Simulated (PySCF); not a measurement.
H₆B₂O₄Si, SMILES OB(O)[SiH2]B(O)O at its GFN2-xTB optimised geometry (Å):

```
13

O      1.3226     0.5799     2.7099
B      1.6465     0.8804     1.4316
O      2.4832     1.9455     1.2614
Si     0.8383    -0.2210     0.0000
B     -1.1417    -0.2210     0.0000
O     -1.9553    -1.3163     0.0251
O     -1.7640     0.9799     0.0000
H      1.7246     1.1515     3.3687
H      2.7233     2.1731     0.3657
H      1.3714     0.2067    -1.3214
H      1.3371    -1.6209     0.0425
H     -1.5338    -2.1731     0.0231
H     -2.7233     0.9337     0.0125
```

Calculation: PBE0/def2-TZVP (PySCF).

Map of the LUMO amplitude (bohr^(-3/2)) on the plane z = 0.6 Å; orbital energy -0.11 eV, overall sign arbitrary:

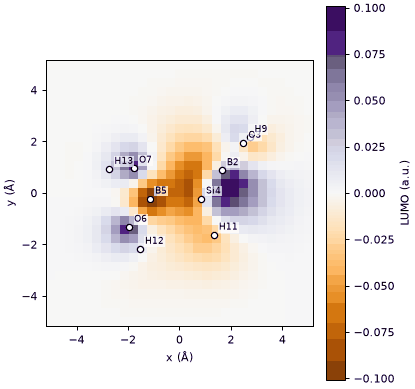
Figure: LUMO amplitude (bohr^(-3/2)) on the plane z = 0.6 Å.
